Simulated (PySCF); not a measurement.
**C₂H₅NO₂: field gradients at the nuclei**

Aim: the electric field gradients and quadrupole couplings of C₂H₅NO₂ at several levels. Each job file holds the settings and the coordinates that a driver script hands to the program.

Method: the levels named in each step, in PySCF 2.14.0, density-fitted response routines.

## (1) The system as given

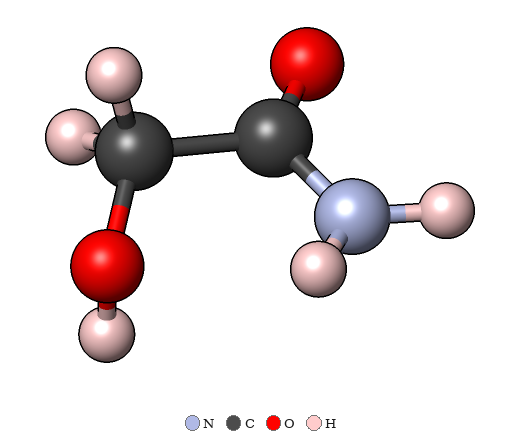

The starting structure, seen from a chosen angle (nitrogen light blue, carbon dark grey, oxygen red, hydrogen pink).

As a file:

```xyz
10

N     0.7105   -0.8859   -0.8057
C     0.5912    0.1619    0.0341
O     1.4839    0.9391    0.2816
C    -0.8049    0.2857    0.6522
O    -1.8033   -0.4121   -0.0565
H    -0.0491   -1.5411   -0.8928
H     1.6061   -1.1002   -1.2094
H    -1.0458    1.3482    0.7676
H    -0.7669   -0.1628    1.6497
H    -2.0012    0.0658   -0.8694
```

## (2) Geometry, PBE0-D3(BJ)/def2-TZVP

File job.txt:

```
{"job": {"xc": "PBE0", "basis": "def2-TZVP", "d3": "d3bj", "grid": 2, "kind": "geom"}, "charge": 0, "multiplicity": 1}
N      0.710460    -0.885860    -0.805710
C      0.591190     0.161930     0.034100
O      1.483930     0.939130     0.281580
C     -0.804940     0.285740     0.652180
O     -1.803260    -0.412080    -0.056490
H     -0.049110    -1.541130    -0.892800
H      1.606140    -1.100160    -1.209390
H     -1.045770     1.348210     0.767570
H     -0.766930    -0.162840     1.649650
H     -2.001230     0.065750    -0.869400
```

The program printed:

```text
step   0  E = -284.24112476  max force = 0.005395
step   1  E = -284.24142881  max force = 0.005503
step   2  E = -284.24139384  max force = 0.006216
step   3  E = -284.24157508  max force = 0.000869
step   4  E = -284.24162331  max force = 0.000560
step   5  E = -284.24169931  max force = 0.000976
step   6  E = -284.24174586  max force = 0.001011
step   7  E = -284.24175855  max force = 0.000608
step   8  E = -284.24176513  max force = 0.000257
optimisation converged
```

Wall time 71 s (4 threads of Arm Neoverse V1, shared host); peak memory 0.78 GiB.

It ended at:

```xyz
10

N     0.7196   -0.8733   -0.8469
C     0.6032    0.1208    0.0575
O     1.5152    0.8329    0.4198
C    -0.7957    0.2940    0.6295
O    -1.7979   -0.4643   -0.0129
H    -0.0650   -1.4774   -1.0182
H     1.6284   -1.0955   -1.2129
H    -1.0158    1.3654    0.6363
H    -0.7564   -0.0335    1.6713
H    -2.1151    0.0296   -0.7724
```

## (3) Field gradients, PBE0/pcJ-2

File job.txt:

```
{"job": {"kind": "efgt", "xc": "PBE0", "basis": "pcJ-2"}, "charge": 0, "multiplicity": 1}
N      0.719646    -0.873274    -0.846869
C      0.603237     0.120803     0.057515
O      1.515162     0.832897     0.419841
C     -0.795744     0.294029     0.629498
O     -1.797861    -0.464253    -0.012904
H     -0.065037    -1.477385    -1.018154
H      1.628447    -1.095549    -1.212852
H     -1.015815     1.365358     0.636288
H     -0.756436    -0.033540     1.671292
H     -2.115120     0.029605    -0.772365
```

The program printed:

```text
coarse grid: 8512 points
cycle   1  E = -284.0782073977  dE =  8.212e-01  |g| = 9.906e-01  |ddm| = 2.021e+00
cycle   2  E = -283.5408944951  dE =  5.373e-01  |g| = 1.943e+00  |ddm| = 1.834e+00
cycle   3  E = -284.2446314476  dE = -7.037e-01  |g| = 2.813e-01  |ddm| = 1.378e+00
cycle   4  E = -284.2580317837  dE = -1.340e-02  |g| = 1.044e-01  |ddm| = 1.967e-01
cycle   5  E = -284.2598201178  dE = -1.788e-03  |g| = 2.224e-02  |ddm| = 5.906e-02
cycle   6  E = -284.2599192198  dE = -9.910e-05  |g| = 5.901e-03  |ddm| = 1.715e-02
cycle   7  E = -284.2599256331  dE = -6.413e-06  |g| = 1.158e-03  |ddm| = 3.722e-03
final grid: 119344 points
cycle   8  E = -284.2493725848  dE = -1.369e-04  |g| = 1.327e-02  |ddm| = 4.027e-02
cycle   9  E = -284.2492943554  dE =  7.823e-05  |g| = 2.445e-02  |ddm| = 1.673e-02
cycle  10  E = -284.2494022318  dE = -1.079e-04  |g| = 2.523e-03  |ddm| = 1.250e-02
cycle  11  E = -284.2494033001  dE = -1.068e-06  |g| = 6.745e-04  |ddm| = 1.694e-03
cycle  12  E = -284.2494033654  dE = -6.538e-08  |g| = 2.451e-04  |ddm| = 4.271e-04
cycle  13  E = -284.2494033764  dE = -1.095e-08  |g| = 3.102e-05  |ddm| = 1.492e-04
cycle  14  E = -284.2494033766  dE = -1.735e-10  |g| = 9.521e-06  |ddm| = 2.335e-05
converged SCF energy = -284.2494033766

Field-gradient tensors (au): xx yy zz xy xz yz
  0 N     0.33943   -0.02027   -0.31917    0.13039   -0.24378    0.56245
  1 C    -0.28121    0.08607    0.19514   -0.12469    0.08788   -0.25479
  2 O    -0.15213    0.17602   -0.02390    0.73268    0.82790   -0.63822
  3 C     0.13764   -0.05753   -0.08011    0.19133    0.16550    0.16199
  4 O    -0.11397   -0.26466    0.37863    0.63982    1.56177   -0.33622
  5 H     0.15800    0.02285   -0.18085    0.26657    0.06625    0.09108
  6 H     0.28583   -0.15813   -0.12771   -0.10743   -0.19548    0.07525
  7 H    -0.11186    0.25304   -0.14118   -0.08298    0.00881    0.00000
  8 H    -0.13276   -0.10199    0.23476    0.00361    0.01757   -0.11856
  9 H    -0.15279   -0.04074    0.19353   -0.09493    0.20026   -0.27601
```

It took 17 s on 4 threads of Arm Neoverse V1, shared host; peak memory 1.4 GiB.

## (4) Field gradients, PBE/def2-TZVPP

Edit job.txt of step 3 so:

```diff
@@ -1,2 +1,2 @@
-{"job": {"kind": "efgt", "xc": "PBE0", "basis": "pcJ-2"}, "charge": 0, "multiplicity": 1}
+{"job": {"kind": "efgt", "xc": "PBE", "basis": "def2-TZVPP"}, "charge": 0, "multiplicity": 1}
 N      0.719646    -0.873274    -0.846869
```

The program printed:

```text
coarse grid: 8512 points
cycle   1  E = -284.0144020657  dE =  7.837e-01  |g| = 1.112e+00  |ddm| = 2.431e+00
cycle   2  E = -282.0205569820  dE =  1.994e+00  |g| = 3.041e+00  |ddm| = 1.097e+01
cycle   3  E = -284.1274627990  dE = -2.107e+00  |g| = 7.391e-01  |ddm| = 1.078e+01
cycle   4  E = -284.2360870301  dE = -1.086e-01  |g| = 2.112e-01  |ddm| = 7.316e-01
cycle   5  E = -284.2431899900  dE = -7.103e-03  |g| = 6.223e-02  |ddm| = 1.285e-01
cycle   6  E = -284.2439208713  dE = -7.309e-04  |g| = 2.555e-02  |ddm| = 6.212e-02
cycle   7  E = -284.2440787363  dE = -1.579e-04  |g| = 5.511e-03  |ddm| = 2.634e-02
cycle   8  E = -284.2440827695  dE = -4.033e-06  |g| = 2.995e-03  |ddm| = 7.464e-03
final grid: 119344 points
cycle   9  E = -284.2346482979  dE = -2.337e-05  |g| = 2.437e-02  |ddm| = 7.650e-02
cycle  10  E = -284.2340045168  dE =  6.438e-04  |g| = 6.285e-02  |ddm| = 5.253e-02
cycle  11  E = -284.2347386694  dE = -7.342e-04  |g| = 9.544e-03  |ddm| = 4.783e-02
cycle  12  E = -284.2347559261  dE = -1.726e-05  |g| = 1.269e-03  |ddm| = 1.004e-02
cycle  13  E = -284.2347561741  dE = -2.481e-07  |g| = 5.183e-04  |ddm| = 1.289e-03
cycle  14  E = -284.2347562300  dE = -5.582e-08  |g| = 7.060e-05  |ddm| = 4.153e-04
cycle  15  E = -284.2347562310  dE = -9.967e-10  |g| = 3.437e-05  |ddm| = 8.356e-05
cycle  16  E = -284.2347562312  dE = -2.345e-10  |g| = 7.078e-06  |ddm| = 2.139e-05
converged SCF energy = -284.2347562312

Field-gradient tensors (au): xx yy zz xy xz yz
  0 N     0.33307   -0.02172   -0.31135    0.12390   -0.23830    0.53863
  1 C    -0.25986    0.08066    0.17919   -0.10975    0.08257   -0.22339
  2 O    -0.14045    0.16336   -0.02291    0.70427    0.78584   -0.60279
  3 C     0.13275   -0.05426   -0.07850    0.18991    0.16848    0.15713
  4 O    -0.13007   -0.24535    0.37542    0.62073    1.53151   -0.33275
  5 H     0.16090    0.02357   -0.18447    0.27346    0.06917    0.09117
  6 H     0.29219   -0.16235   -0.12984   -0.11098   -0.20020    0.07508
  7 H    -0.11420    0.25860   -0.14439   -0.08451    0.00854    0.00018
  8 H    -0.13568   -0.10404    0.23972    0.00404    0.01788   -0.12118
  9 H    -0.15850   -0.04341    0.20191   -0.10006    0.20772   -0.28615
```

Run time: 10 s. Hardware: 4 threads of Arm Neoverse V1, shared host; peak memory 1.4 GiB.

## (5) Field gradients, B3LYP/def2-TZVPP

Edit job.txt of step 4 so:

```diff
@@ -1,2 +1,2 @@
-{"job": {"kind": "efgt", "xc": "PBE", "basis": "def2-TZVPP"}, "charge": 0, "multiplicity": 1}
+{"job": {"kind": "efgt", "xc": "B3LYP", "basis": "def2-TZVPP"}, "charge": 0, "multiplicity": 1}
 N      0.719646    -0.873274    -0.846869
```

The program printed:

```text
coarse grid: 8512 points
cycle   1  E = -284.3527234513  dE =  8.308e-01  |g| = 1.074e+00  |ddm| = 2.406e+00
cycle   2  E = -283.5888318959  dE =  7.639e-01  |g| = 2.230e+00  |ddm| = 3.986e+00
cycle   3  E = -284.5382071058  dE = -9.494e-01  |g| = 3.592e-01  |ddm| = 3.415e+00
cycle   4  E = -284.5607424708  dE = -2.254e-02  |g| = 1.304e-01  |ddm| = 3.158e-01
cycle   5  E = -284.5635351677  dE = -2.793e-03  |g| = 2.991e-02  |ddm| = 1.052e-01
cycle   6  E = -284.5637186696  dE = -1.835e-04  |g| = 7.656e-03  |ddm| = 3.613e-02
cycle   7  E = -284.5637297161  dE = -1.105e-05  |g| = 1.659e-03  |ddm| = 8.430e-03
cycle   8  E = -284.5637301836  dE = -4.676e-07  |g| = 8.197e-04  |ddm| = 2.041e-03
final grid: 119344 points
cycle   9  E = -284.5595438549  dE = -6.016e-05  |g| = 5.794e-03  |ddm| = 5.843e-02
cycle  10  E = -284.5595302629  dE =  1.359e-05  |g| = 1.019e-02  |ddm| = 8.703e-03
cycle  11  E = -284.5595498745  dE = -1.961e-05  |g| = 1.938e-03  |ddm| = 7.263e-03
cycle  12  E = -284.5595505702  dE = -6.957e-07  |g| = 2.245e-04  |ddm| = 2.184e-03
cycle  13  E = -284.5595505795  dE = -9.291e-09  |g| = 7.664e-05  |ddm| = 2.302e-04
cycle  14  E = -284.5595505804  dE = -8.920e-10  |g| = 3.173e-05  |ddm| = 6.566e-05
cycle  15  E = -284.5595505806  dE = -1.726e-10  |g| = 5.528e-06  |ddm| = 2.387e-05
converged SCF energy = -284.5595505806

Field-gradient tensors (au): xx yy zz xy xz yz
  0 N     0.34742   -0.02290   -0.32452    0.13208   -0.24810    0.56552
  1 C    -0.29877    0.09207    0.20669   -0.12966    0.09781   -0.27374
  2 O    -0.15933    0.17667   -0.01734    0.73099    0.83289   -0.65291
  3 C     0.13836   -0.05783   -0.08053    0.19751    0.17467    0.16803
  4 O    -0.12874   -0.26055    0.38930    0.63625    1.57604   -0.35340
  5 H     0.15893    0.02304   -0.18197    0.26852    0.06683    0.09168
  6 H     0.28792   -0.15939   -0.12853   -0.10877   -0.19729    0.07591
  7 H    -0.11144    0.25305   -0.14162   -0.08309    0.00862   -0.00013
  8 H    -0.13265   -0.10207    0.23472    0.00379    0.01757   -0.11879
  9 H    -0.15625   -0.04254    0.19879   -0.09780    0.20508   -0.28243
```

Wall time 9.2 s (4 threads of Arm Neoverse V1, shared host); peak memory 1.4 GiB.

## (6) Field gradients, CAM-B3LYP/def2-TZVPP

Edit job.txt of step 5 so:

```diff
@@ -1,2 +1,2 @@
-{"job": {"kind": "efgt", "xc": "B3LYP", "basis": "def2-TZVPP"}, "charge": 0, "multiplicity": 1}
+{"job": {"kind": "efgt", "xc": "CAM-B3LYP", "basis": "def2-TZVPP"}, "charge": 0, "multiplicity": 1}
 N      0.719646    -0.873274    -0.846869
```

The program printed:

```text
coarse grid: 8512 points
cycle   1  E = -284.2423691250  dE =  9.009e-01  |g| = 1.049e+00  |ddm| = 2.378e+00
cycle   2  E = -283.9400404204  dE =  3.023e-01  |g| = 1.699e+00  |ddm| = 2.394e+00
cycle   3  E = -284.4413791603  dE = -5.013e-01  |g| = 1.798e-01  |ddm| = 1.724e+00
cycle   4  E = -284.4461564581  dE = -4.777e-03  |g| = 8.276e-02  |ddm| = 1.435e-01
cycle   5  E = -284.4473064748  dE = -1.150e-03  |g| = 1.287e-02  |ddm| = 6.753e-02
cycle   6  E = -284.4473400620  dE = -3.359e-05  |g| = 4.733e-03  |ddm| = 1.156e-02
cycle   7  E = -284.4473449060  dE = -4.844e-06  |g| = 1.323e-03  |ddm| = 6.889e-03
final grid: 119344 points
cycle   8  E = -284.4439077299  dE = -4.529e-05  |g| = 5.058e-03  |ddm| = 4.571e-02
cycle   9  E = -284.4439048492  dE =  2.881e-06  |g| = 6.565e-03  |ddm| = 6.108e-03
cycle  10  E = -284.4439125677  dE = -7.719e-06  |g| = 1.003e-03  |ddm| = 4.111e-03
cycle  11  E = -284.4439127271  dE = -1.594e-07  |g| = 3.151e-04  |ddm| = 8.687e-04
cycle  12  E = -284.4439127457  dE = -1.866e-08  |g| = 9.017e-05  |ddm| = 4.661e-04
cycle  13  E = -284.4439127475  dE = -1.803e-09  |g| = 2.383e-05  |ddm| = 1.126e-04
cycle  14  E = -284.4439127478  dE = -2.235e-10  |g| = 7.006e-06  |ddm| = 6.226e-05
converged SCF energy = -284.4439127478

Field-gradient tensors (au): xx yy zz xy xz yz
  0 N     0.34738   -0.02197   -0.32542    0.13364   -0.24981    0.57574
  1 C    -0.31046    0.09496    0.21550   -0.13747    0.10283   -0.29522
  2 O    -0.16263    0.18170   -0.01906    0.73738    0.84549   -0.66464
  3 C     0.14218   -0.06076   -0.08142    0.19824    0.17448    0.17251
  4 O    -0.11549   -0.26989    0.38538    0.63689    1.57081   -0.34372
  5 H     0.15962    0.02300   -0.18262    0.26945    0.06696    0.09195
  6 H     0.28898   -0.15993   -0.12905   -0.10901   -0.19787    0.07625
  7 H    -0.11187    0.25410   -0.14223   -0.08346    0.00872   -0.00014
  8 H    -0.13311   -0.10248    0.23559    0.00365    0.01758   -0.11926
  9 H    -0.15657   -0.04268    0.19925   -0.09813    0.20552   -0.28318
```

Wall time 11 s (4 threads of Arm Neoverse V1, shared host); peak memory 1.4 GiB.

## (7) Field gradients, HF/def2-TZVPP

Edit job.txt of step 6 so:

```diff
@@ -1,2 +1,2 @@
-{"job": {"kind": "efgt", "xc": "CAM-B3LYP", "basis": "def2-TZVPP"}, "charge": 0, "multiplicity": 1}
+{"job": {"kind": "efgt", "xc": "HF", "basis": "def2-TZVPP"}, "charge": 0, "multiplicity": 1}
 N      0.719646    -0.873274    -0.846869
```

The program printed:

```text
final grid: 119344 points
cycle   1  E = -282.7848464695  dE =  1.059e+00  |g| = 8.836e-01  |ddm| = 2.314e+00
cycle   2  E = -282.8744902673  dE = -8.964e-02  |g| = 6.794e-01  |ddm| = 9.545e-01
cycle   3  E = -282.9536050364  dE = -7.911e-02  |g| = 7.563e-02  |ddm| = 4.628e-01
cycle   4  E = -282.9554540691  dE = -1.849e-03  |g| = 3.026e-02  |ddm| = 8.043e-02
cycle   5  E = -282.9557229425  dE = -2.689e-04  |g| = 9.593e-03  |ddm| = 4.150e-02
cycle   6  E = -282.9557764091  dE = -5.347e-05  |g| = 4.132e-03  |ddm| = 1.739e-02
cycle   7  E = -282.9557899718  dE = -1.356e-05  |g| = 1.484e-03  |ddm| = 1.163e-02
cycle   8  E = -282.9557914393  dE = -1.468e-06  |g| = 4.510e-04  |ddm| = 3.921e-03
cycle   9  E = -282.9557915503  dE = -1.110e-07  |g| = 1.145e-04  |ddm| = 8.613e-04
cycle  10  E = -282.9557915580  dE = -7.730e-09  |g| = 4.283e-05  |ddm| = 1.950e-04
cycle  11  E = -282.9557915588  dE = -7.241e-10  |g| = 1.244e-05  |ddm| = 4.963e-05
converged SCF energy = -282.9557915588

Field-gradient tensors (au): xx yy zz xy xz yz
  0 N     0.36664   -0.02433   -0.34230    0.14742   -0.26166    0.61420
  1 C    -0.38290    0.11153    0.27137   -0.18542    0.12465   -0.40064
  2 O    -0.15549    0.19399   -0.03850    0.80727    0.90977   -0.69008
  3 C     0.13615   -0.06091   -0.07524    0.18958    0.16788    0.17035
  4 O    -0.11161   -0.29679    0.40840    0.66615    1.64629   -0.38582
  5 H     0.16229    0.02296   -0.18525    0.27006    0.06442    0.09688
  6 H     0.29149   -0.15993   -0.13155   -0.10868   -0.19959    0.08106
  7 H    -0.11363    0.25899   -0.14536   -0.08550    0.00911   -0.00003
  8 H    -0.13537   -0.10501    0.24038    0.00347    0.01799   -0.12149
  9 H    -0.15586   -0.04118    0.19704   -0.09551    0.20416   -0.28226
```

Run time: 2.5 s. Hardware: 4 threads of Arm Neoverse V1, shared host; peak memory 1.4 GiB.

## (8) The levels side by side

Largest principal value Vzz, in atomic units:

```tsv
atom	PBE0/pcJ-2	PBE/def2-TZVPP	B3LYP/def2-TZVPP	CAM-B3LYP/def2-TZVPP	HF/def2-TZVPP
N1	-0.8161	-0.7869	-0.8247	-0.8352	-0.8882
C2	0.4315	0.3862	0.4619	0.4913	0.6447
O3	-1.4861	-1.4139	-1.4978	-1.5188	-1.6270
C4	0.3694	0.3667	0.3831	0.3867	0.3730
O5	-1.7785	-1.7467	-1.7992	-1.7871	-1.8813
H6	0.3861	0.3953	0.3889	0.3902	0.3927
H7	0.3932	0.4025	0.3966	0.3979	0.4014
H8	0.2710	0.2769	0.2711	0.2722	0.2777
H9	0.2729	0.2788	0.2730	0.2740	0.2795
H10	0.4555	0.4734	0.4667	0.4679	0.4646
CPU time	20 s	21 s	11 s	13 s	3.3 s
```

Couplings eQVzz/h in MHz (234.9647 × Q in barn × Vzz), with Q = 0.02044 (14N), -0.02558 (17O), 0.00285783 (2H):

```tsv
nucleus	PBE0/pcJ-2	PBE/def2-TZVPP	B3LYP/def2-TZVPP	CAM-B3LYP/def2-TZVPP	HF/def2-TZVPP
14N (atom 1)	-3.920	-3.779	-3.961	-4.011	-4.266
17O (atom 3)	8.932	8.498	9.003	9.129	9.779
17O (atom 5)	10.689	10.498	10.814	10.741	11.307
2H (atom 6)	0.259	0.265	0.261	0.262	0.264
2H (atom 7)	0.264	0.270	0.266	0.267	0.270
2H (atom 8)	0.182	0.186	0.182	0.183	0.186
2H (atom 9)	0.183	0.187	0.183	0.184	0.188
2H (atom 10)	0.306	0.318	0.313	0.314	0.312
```

## (9) Outcome

```
                            quantity       value
coupling of 14N (atom 1), PBE0/pcJ-2  -3.920 MHz
coupling of 17O (atom 3), PBE0/pcJ-2   8.932 MHz
coupling of 17O (atom 5), PBE0/pcJ-2  10.689 MHz
 coupling of 2H (atom 6), PBE0/pcJ-2   0.259 MHz
 coupling of 2H (atom 7), PBE0/pcJ-2   0.264 MHz
```

In words: The largest coupling, that of 17O, runs from 10.498 (PBE/def2-TZVPP) to 11.307 MHz (HF/def2-TZVPP). The gradients are non-relativistic, at the equilibrium geometry and in principal axes; measured couplings hold vibrational averaging and refer to the inertial axes. The def2 sets are stiff near the nuclei, which limits their accuracy.
